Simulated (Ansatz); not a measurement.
# Hf2CF2 monolayer: phonons and vibrational spectra, part 2 of 2

Task: relax Hf2CF2 monolayer, then find its harmonic phonons.

Ansatz 0.2.0; DFT PBEsol, scalar-relativistic, plane waves, PAW; PAW set soft_1.

So far. Step 4 (Tight relaxation): The largest force component left is 0.60 meV/Å, within the tolerances set.

## 5. Linear response at the zone centre

The zone centre comes first: it holds the modes that light can see, as far as symmetry allows. No field response is asked, since the mesh shows no gap.

input.yaml reads:

```yaml
crystal:
  lattice:
    - [3.234635814, 0.0, 0.0]
    - [-1.617317907, 2.801276787, 0.0]
    - [0.0, 0.0, 33.2]
  atoms:
    - { symbol: C, position: [0.0, 0.0, 0.3012048193] }
    - { symbol: Hf, position: [0.3333333333, 0.6666666667, 0.3372488151] }
    - { symbol: Hf, position: [0.6666666667, 0.3333333333, 0.2651608235] }
    - { symbol: F, position: [0.6666666667, 0.3333333333, 0.3773774124] }
    - { symbol: F, position: [0.3333333333, 0.6666666667, 0.2250322262] }
  periodic: [true, true, false]
kpoints:
  mp_grid: { grid: [12, 12, 1] }
hamiltonian:
  xc: pbesol
  pseudopotentials: { kind: paw, azcp: { folder: soft_1 }, xc_functional: pbe }
scf:
  occupations: { method: methfessel_paxton, width: 0.2 }
output:
  eigenvalues: true
phonons:
  method: dfpt
```

Run with:

```bash
$ ansatz run input.yaml --threads 4 --pin off --max-ram 16384MiB --backend cpu --events-out ev --progress --plain --runs-dir out
```

Numbers of over 12 decimals in the logs are rounded to 6 here.

The program printed:

```text
Warning: crystal.symmetry: narrowed to the stabiliser of the run's FFT grids — unitary ops 12 → 6. A phonons.method: dfpt run fills in the rows of the dynamical matrix that it does not solve by its symmetry operations, which is exact only for operations that map its FFT grids onto themselves: filled in by any other, the frequencies could depend on the order in which like atoms are typed, or, by more than the grids' own error, on where the crystal sits among the grids' points. Excluded: 6 operations. The run can therefore solve more perturbations, solve them on more k-points, or both, and cost more. [rest of the remark cut]
[...]
Crystal: 5 atoms, lattice volume = 300.829 Å³
Basis set: ecut = 420 eV, 6003 PW (Γ), exchange–correlation on 48×48×450 points (8 copies of the dense FFT grid, shifted against one another)
Bands: 42, of which v1, the nominal top of the filled ones, is band 35 counted from 1 (34 counted from 0)
Symmetry: 12 space group operations
k-points: 43 of 144 (irreducible under 2 space group operations, time reversal used)
[...]
SCF iter   1: F=—  HF=-33055.436256 eV  |F-HF|=—  |Δ(HF+E_count)|=         —  Δρ=5.51e-2  dr2=1.78e1  ethr=3.10e-3  ⟨swp⟩=11.0  Hψ=10843  notcnv=0
[...]
SCF iter  15: F=-33050.657549 eV  HF=-33050.657549 eV  |F-HF|=2.18e-10  |Δ(HF+E_count)|=  1.96e-10  S|Δr|=    0.00e0  Δρ=1.07e-8  dr2=3.86e-13  ethr=1.00e-12  ⟨swp⟩=6.5  Hψ=19376  notcnv=0
SCF 1 converged in 15 iterations: F = -33050.657549 eV  dr2 = 3.86e-13
[...]
DFPT response loops at Γ: preconditioner auto → none (partly filled bands, converged f_vac=0.782); β = 0.50; Broyden in place of MSR1
SCF converged after 15 iterations
[...]
Free energy (F): -33050.657549 eV
[...]
Internal energy: -33050.656116 eV  (E = F + TS)
E sigma→0 (E₀):  -33050.657191 eV
Entropy (-TS):   -0.001433 eV (-0.287 meV/atom)
Fermi energy:    -3.655001 eV
[...]
--- Band table (eV; the first three rows and the last of 43) ---
  k-point 0: bands = [... 31 lower, -8.5535, -7.0202, -7.0202, -3.3861, -3.3861, -3.0536, -2.1671, -2.0072, ... 3 higher]
  k-point 1: bands = [... 31 lower, -8.4752, -7.2726, -7.0411, -3.7161, -3.2153, -2.9966, -1.9433, -1.8821, ... 3 higher]
  k-point 2: bands = [... 31 lower, -8.2971, -7.7897, -7.0781, -4.3591, -2.8197, -2.7259, -1.7744, -1.5793, ... 3 higher]
  k-point 42: bands = [... 31 lower, -8.6032, -8.0419, -7.5307, -3.6581, -3.6436, -0.6025, -0.5992, -0.4973, ... 3 higher]
  ° read free of the cell's end (the report's vacuum.weakly_bound_levels)
--- Phonons (Γ-DFPT): 10 representative perturbations + reference, on 43 of 144 k-points (Σ response iterations 53) ---
  ASR residual: 2.136e-5 → 0.000e0 eV/Å²; symmetrization residual: 3.948e-6 eV/Å²
  The last average, over the group as it would stand without the narrowing to the FFT grids, took up to 9.249e-7 eV/Å² of the zone centre's force constants
  ASR residual per site (eV/Å²): 2.01e-5 8.08e-6 8.87e-6 6.11e-6 2.14e-5
  Γ frequencies (cm⁻¹): 0.00 0.00 0.00 133.63 133.63 188.68 210.29 210.29 223.25 223.25 396.00 396.25 617.30 686.19 686.19
  non-analytic LO–TO correction: not included (Born effective charges unavailable; polar crystals: no LO–TO splitting at Γ)
```

It took 2.9 min on 4 threads of Arm Neoverse V2, shared host; peak memory 2 GiB.

This step gave:

```
sum-rule residual before enforcement                    : 2.14e-5 eV/Å²
point group                                             : -3m
highest optical mode at the zone centre (no LO-TO term) : 686.2 cm⁻¹
lowest optical zone-centre mode                         : 133.6 cm⁻¹
```

Patterns of degenerate modes are one choice out of their space. The modes at Γ (shares of kinetic energy by element, %):

```
mode  frequency (cm⁻¹)  symmetry  C %  Hf %  F %
   1               0.0  acoustic    3    88    9
   2               0.0  acoustic    3    88    9
   3               0.0  acoustic    3    88    9
   4             133.6        Eg    0    95    5
   5             133.6        Eg    0    95    5
   6             188.7       A1g    0    87   13
   7             210.3        Eg    0     5   95
   8             210.3        Eg    0     5   95
   9             223.2        Eu    0     9   91
  10             223.2        Eu    0     9   91
  11             396.0       A2u    1     9   90
  12             396.2       A1g    0    13   87
  13             617.3       A2u   96     4    0
  14             686.2        Eu   97     3    0
  15             686.2        Eu   97     3    0
```

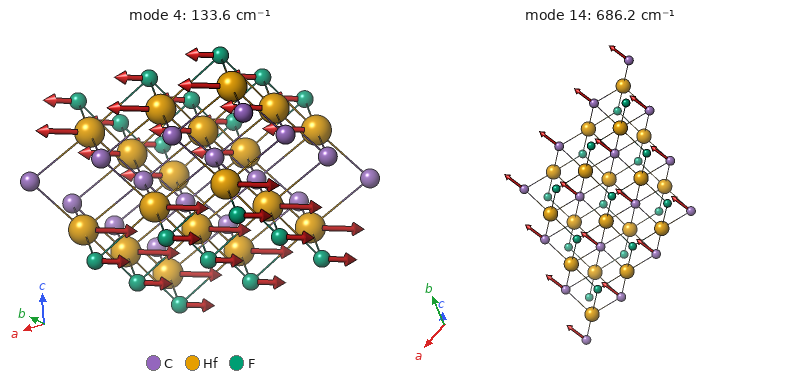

Displacement patterns of modes 4 and 14 at Γ; arrows are exaggerated. 3×3×1 cells are drawn. Some periodic images of atoms are drawn too.

Before it was imposed, the acoustic sum rule was missed by 2.1e-5 eV/Å². Small misses are needed for a sound result but don't prove that mesh and cutoff are converged. The lowest optical mode is real, 134 cm⁻¹.

## 6. Response at finite wavevector

Stability and thermal properties need the whole zone. Linear response on a 4×4×1 q mesh gives force constants as far as a supercell of that size would.

input.yaml, as its differences from that of step 5:

```diff
@@ -23 +23,10 @@
   method: dfpt
+  qmesh: [4, 4, 1]
+  temperatures: { t_max: 1000, t_step: 50 }
+  qpath:
+    path:
+      - [0.0, 0.0, 0.0]
+      - [0.5, 0.0, 0.0]
+      - [0.33333333, 0.33333333, 0.0]
+      - [0.0, 0.0, 0.0]
+    npoints: 10
```

The program printed:

```text
[...]
Crystal: 5 atoms, lattice volume = 300.829 Å³
Basis set: ecut = 420 eV, 6003 PW (Γ), exchange–correlation on 48×48×450 points (8 copies of the dense FFT grid, shifted against one another)
Bands: 42, of which v1, the nominal top of the filled ones, is band 35 counted from 1 (34 counted from 0)
Symmetry: 12 space group operations
k-points: 19 of 144 (irreducible under 6 space group operations, time reversal used)
[...]
SCF iter   1: F=—  HF=-33055.435812 eV  |F-HF|=—  |Δ(HF+E_count)|=         —  Δρ=5.51e-2  dr2=1.78e1  ethr=3.10e-3  ⟨swp⟩=11.3  Hψ=4812  notcnv=0
[...]
SCF iter  15: F=-33050.657549 eV  HF=-33050.657549 eV  |F-HF|=1.38e-10  |Δ(HF+E_count)|=  2.11e-10  S|Δr|=    0.00e0  Δρ=1.12e-8  dr2=2.08e-13  ethr=1.00e-12  ⟨swp⟩=10.6  Hψ=8496  notcnv=1
SCF 1 converged in 15 iterations: F = -33050.657549 eV  dr2 = 2.08e-13
[...]
phonons: the bands overlap, so this run is a metal and interpolates without the dipole-dipole term. If the crystal is really an insulator or semiconductor, its LO-TO splitting is missing
NSCF: frozen V_eff on 19 k-points
[...]
WARN: eigensolver did not converge in 6 slots of this pass, the one above among them; of largest residual over every band (k=4): 1 band(s) unlocked (lowest unlocked band 41, counted from 0; max residual 2.77e-3 eV among the unlocked bands, 2.77e-3 eV over every band); of lowest unlocked band (k=1): band 41
[...]
DFPT response loops at q = (0, 0, 0) (fractional): preconditioner auto → none (partly filled bands, converged f_vac=0.782); β = 0.50; Broyden in place of MSR1
[...]
SCF converged after 15 iterations
[...]
Free energy (F): -33050.657549 eV
[...]
Internal energy: -33050.656116 eV  (E = F + TS)
E sigma→0 (E₀):  -33050.657191 eV
Entropy (-TS):   -0.001433 eV (-0.287 meV/atom)
Fermi energy:    -3.655001 eV
[...]
--- Band table (eV; the first three rows and the last of 19) ---
  k-point 0: bands = [... 31 lower, -8.5535, -7.0202, -7.0202, -3.3861, -3.3861, -3.0536, -2.1671, -2.0072, ... 3 higher]
  k-point 1: bands = [... 31 lower, -8.4752, -7.2726, -7.0411, -3.7161, -3.2153, -2.9966, -1.9433, -1.8821, ... 3 higher]
  k-point 2: bands = [... 31 lower, -8.2971, -7.7897, -7.0781, -4.3591, -2.8197, -2.7259, -1.7744, -1.5793, ... 3 higher]
  k-point 18: bands = [... 31 lower, -8.4537, -8.4537, -7.4313, -3.1849, -2.3153, -2.3153, -0.6455, 0.0189, ... 3 higher]
  ° read free of the cell's end (the report's vacuum.weakly_bound_levels)
--- Phonons (Γ-DFPT): 10 representative perturbations + reference (Σ response iterations 53) ---
  ASR residual: 7.656e-6 → 0.000e0 eV/Å²; symmetrization residual: 4.894e-6 eV/Å²
[...]
ASR residual per site (eV/Å²): 7.66e-6 2.09e-6 1.18e-6 3.99e-6 7.58e-6
[...]
--- Phonons (arbitrary-q DFPT): 4 irreducible q on the 4×4×1 mesh ---
  q = [0.0000, 0.0000, 0.0000] (star 1, of the zone-centre solve; hermiticity 3.77e-7, symmetrization 3.61e-14, taken by the last average 7.08e-8): -0.00 0.00 0.00 133.63 133.63 188.68 210.29 210.29 223.25 223.25 396.00 396.25 617.30 686.19 686.19
  q = [0.0000, 0.2500, 0.0000] (star 6, 15 solved perturbations on 78 of 144 k-point pairs; hermiticity 1.97e-7, symmetrization 5.65e-11, taken by the last average 5.02e-7): 67.34 85.37 125.33 135.85 155.20 182.72 217.76 219.75 222.32 222.36 358.06 362.24 606.34 685.80 693.41
[...]
q = [0.2500, 0.2500, 0.0000] (star 6, 10 solved perturbations in 1110 linear systems a pass and spin channel, the states on 144 of 144 k-point pairs; hermiticity 1.46e-7, symmetrization 3.40e-11, taken by the last average 1.08e-7): 119.30 135.31 136.47 144.34 158.62 166.25 208.11 210.05 229.94 233.79 333.50 337.93 608.83 660.69 674.64
  sum rule: each row above includes the acoustic sum rule's correction from the zone centre's row sums; it moved no ω² by more than (0.42 cm⁻¹)²
  mesh force constants: q→R imaginary residual 3.68e-18; ASR residual 7.656e-6 → 0.000e0 eV/Å²; symmetrization residual 2.132e-14 eV/Å²
  interpolated dispersion: 31 rows × 15 modes
  density of states and harmonic sums: on the 24×24×1 q-mesh, interpolated from the force constants of a 4×4×1 supercell (no non-analytic term)
  largest difference from the sums on the solved wave vectors: F 4.42e-2 eV, S 5.81e-5 and C_V 1.39e-5 eV/K
  zero-point energy: 0.268133 eV/cell   skipped modes (ω ≤ 0): 5, of them read as no rigid motion or as one in doubt: 2 (2.083e-2 modes/cell left out, lowest -4.90 cm⁻¹)   left out of the sums: 1.74e-3 of the cell's modes: C_V's classical limit lies that fraction below 3 k_B per atom; for a crystal, a wire or a layer, F and S can be off by more, and a phonons.interpolated_qmesh denser along its periods is the remedy for the sampling
```

The job ended after 21 min (4 threads; peak memory 3.9 GiB; 82 min of CPU time).

This step gave:

* sum-rule residual before enforcement: 7.66e-6 eV/Å²
* lowest frequency on the path: -5.249 cm⁻¹
* highest frequency on the path or at a solved wavevector: 694.1 cm⁻¹
* lowest mode on the q mesh (acoustic modes at Γ apart): 50.67 cm⁻¹

Frequencies (cm⁻¹) solved at each irreducible wavevector; negative means imaginary. Frequencies by wavevector, by row:

```
q in reciprocal lattice units  star  mode 1  mode 2  mode 3  mode 4  mode 13  mode 14  mode 15
                        0 0 0     1       0       0       0   133.6    617.3    686.2    686.2
                     0 0.25 0     6    67.3    85.4   125.3   135.8    606.3    685.8    693.4
                     0 -0.5 0     3    50.7   128.5   136.4   138.8      613    648.6    679.9
                  0.25 0.25 0     6   119.3   135.3   136.5   144.3    608.8    660.7    674.6
```

Interpolated from a 4×4×1 q mesh. The phonon branches at the labelled points (cm⁻¹):

```
point  branch 1  branch 2  branch 3  branch 4  branch 12  branch 13  branch 14  branch 15
    Γ         0         0         0       134        396        617        686        686
    M        51       128       136       139        340        613        649        680
    K       134       143       143       149        331        613        659        659
    Γ         0         0         0       134        396        617        686        686
```

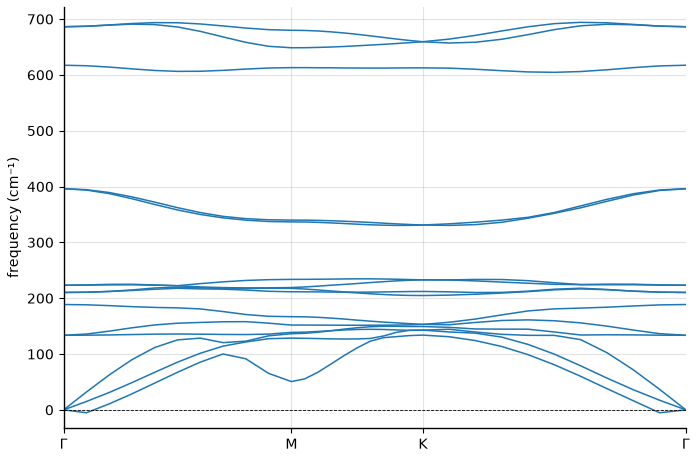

Phonon branches along the path.

The phonon density of states has structure finer than the step of the table below, so its rows give means over 50 cm⁻¹, whole bins alone (the curve runs from -5 to 695 cm⁻¹). Peaks (cm⁻¹: height): 135.0: 0.130, 155.0: 0.0899, 215.0: 0.178, 335.0: 0.0777, 605.0: 0.0565, 685.0: 0.0592.

Tetrahedra on a 24×24×1 mesh, mean over bins of 10 cm-1. Interpolated from a 4×4×1 q mesh. Table of phonon density of states by wavenumber; means over each step:

```
wavenumber (cm⁻¹)  phonon density of states (1/cm⁻¹/cell)
               50                                 0.00901
              100                                  0.0269
              150                                  0.0727
              200                                  0.0634
              250                                  0.0260
              300                                  2.0e-5
              350                                  0.0355
              400                                 0.00449
              450                                       0
              500                                       0
              550                                       0
              600                                    0.02
              650                                  0.0167
```

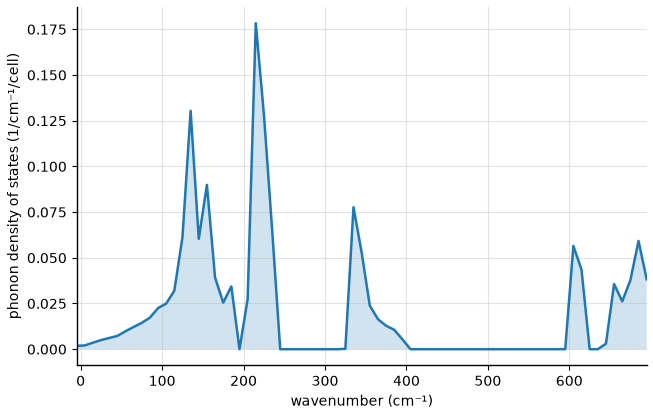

Phonon density of states against wavenumber.

The partial phonon density of states has structure finer than the step of the table below, so its rows give means over 50 cm⁻¹, whole bins alone (the curve runs from -15.2 to 725 cm⁻¹). Peaks (cm⁻¹: height): C 608.5: 0.0637, 687.7: 0.0580; F 217.5: 0.142, 338.6: 0.0662; Hf 133.8: 0.108.

Phonopy on the run's constants, 21x21x1 mesh, Gaussian sigma 5.3 cm-1. Interpolated from a 4×4×1 q mesh. Table of partial phonon density of states by wavenumber; means over each step; values in 1/cm⁻¹/cell:

```
wavenumber (cm⁻¹)       C        F       Hf
               50  2.3e-4   8.5e-4  0.00799
              100  4.3e-4  0.00168   0.0250
              150  5.7e-4  0.00309   0.0687
              200  5.4e-5   0.0520   0.0112
              250  2.2e-5   0.0251  0.00113
              300  1.2e-6   7.6e-4   4.0e-5
              350  4.9e-5   0.0321  0.00245
              400  1.6e-5  0.00408   4.6e-4
              450       0        0        0
              500       0        0        0
              550       0        0        0
              600  0.0192   7.0e-5   4.9e-4
              650  0.0166   8.6e-5   2.6e-4
```

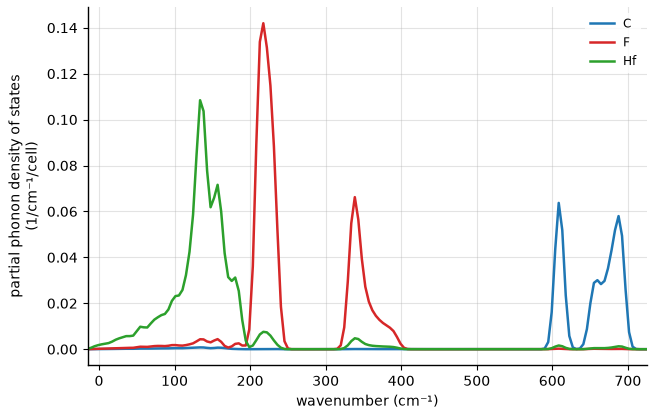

Partial phonon density of states against wavenumber.

Symmetry leaves 4 wavevectors to solve. The lowest mode among them, the acoustic zeros apart, lies at q = (0, -0.5, 0) and is real, 50.7 cm⁻¹. Between them the interpolated path dips to 5i cm⁻¹.

## 7. Isotope substitution, element C, natural mass 12.011 amu

An isotope changes the mass and not the force constants, so no new electronic calculation is needed; the shifts show which modes move this element.

The same force constants with the mass of C changed from 12.011 to 13.003 u (phonopy, no LO-TO term). Both lists are sorted by frequency; levels can cross, so a row need not hold one and the same mode. Modes under 3 cm⁻¹ are left out. Isotope shifts, by row, the first 40 of 57 rows:

```
       q  rank  natural mass (cm⁻¹)  changed mass (cm⁻¹)
   0 0 0     4                133.6                133.6
   0 0 0     5                133.6                133.6
   0 0 0     6                188.7                188.7
   0 0 0     7                210.3                210.3
   0 0 0     8                210.3                210.3
   0 0 0     9                223.2                223.2
   0 0 0    10                223.2                223.2
   0 0 0    11                  396                395.8
   0 0 0    12                396.2                396.2
   0 0 0    13                617.3                594.2
   0 0 0    14                686.2                660.3
   0 0 0    15                686.2                660.3
0 0.25 0     1                67.34                67.25
0 0.25 0     2                85.37                85.29
0 0.25 0     3                125.3                125.3
0 0.25 0     4                135.8                135.8
0 0.25 0     5                155.2                155.2
0 0.25 0     6                182.7                182.7
0 0.25 0     7                217.8                217.8
0 0.25 0     8                219.8                219.7
0 0.25 0     9                222.3                222.3
0 0.25 0    10                222.4                222.4
0 0.25 0    11                358.1                  358
0 0.25 0    12                362.2                362.2
0 0.25 0    13                606.3                583.6
0 0.25 0    14                685.8                659.7
0 0.25 0    15                693.4                667.1
0 -0.5 0     1                50.67                50.67
0 -0.5 0     2                128.5                128.5
0 -0.5 0     3                136.4                136.3
0 -0.5 0     4                138.8                138.6
0 -0.5 0     5                151.9                151.9
0 -0.5 0     6                166.9                166.8
0 -0.5 0     7                211.6                211.6
0 -0.5 0     8                217.6                217.6
0 -0.5 0     9                219.1                219.1
0 -0.5 0    10                233.7                233.7
0 -0.5 0    11                336.7                336.7
0 -0.5 0    12                339.9                339.9
0 -0.5 0    13                  613                589.7
```

A mode of this element alone would shift by -3.89 %. The highest zone-centre frequency without the field goes from 686.2 to 660.3 cm⁻¹ (-3.8 %). The product of the frequency ratios over all optical modes at Γ is 0.891; the product rule, (m/m′)^(3k/2) (M′/M)^(3/2) with k = 1 such atoms and M the mass of the cell, gives 0.891.

## 8. Isotope substitution, element Hf, natural mass 178.486 amu

The same for Hf, from 178.49 to 173.94 u.

A mode of this element alone would shift by +1.30 %. The highest zone-centre frequency without the field goes from 686.2 to 686.4 cm⁻¹ (+0.0 %). The product of the frequency ratios over all optical modes at Γ is 1.044; the product rule, (m/m′)^(3k/2) (M′/M)^(3/2) with k = 2 such atoms and M the mass of the cell, gives 1.044.

## 9. Results

| Property | Result |
| --- | --- |
| space group after relaxation (within 0.01 Å) | P-3m1 |
| area per atom | 1.81 Å² |
| electronic character | no gap on this mesh |
| highest optical mode at the zone centre (no LO-TO term) | 686 cm⁻¹ |
| lowest optical zone-centre mode | 134 cm⁻¹ |
| lowest mode on the q mesh (acoustic modes at Γ apart) | 50.7 cm⁻¹ |
| highest frequency on the path or at a solved wavevector | 694 cm⁻¹ |
| imaginary modes on the 4×4×1 q mesh | none |

**Reading.** No mode is imaginary at the 4 irreducible wavevectors solved, but between them the interpolated path dips to 5.2i cm⁻¹, so stability is not settled. The optical modes at Γ span 134 to 686 cm⁻¹. The highest mode in this list at Γ, 686.2 cm⁻¹, is mostly motion of C (97 % of the kinetic energy). With no gap, or one that is small against the smearing, the frequencies hang on the k mesh and the smearing, most of all near Kohn anomalies. In a sheet or slab the interpolated bending branch near Γ is rough, since the rotational sum rule isn't imposed. Spin-orbit coupling is left out, which can matter for the heavy elements here. The PAW files were made for PBE and serve the other functionals too. A phonon run warned that its eigensolver left some bands unconverged in a pass. The starting cell was built on a prototype and not taken from a measurement. These are harmonic frequencies at zero temperature: anharmonic shifts, linewidths and thermal expansion are left out.

[Logs are printed without paths, hosts, clocks, repeated set-up lines and the standing remarks that a program may print on its own settings, such as how far it seeks lower states.]

[Hosts, paths, dates, database ids (printed as entryN), source tags and the programs' standing remarks are cut or masked in the printed files.]
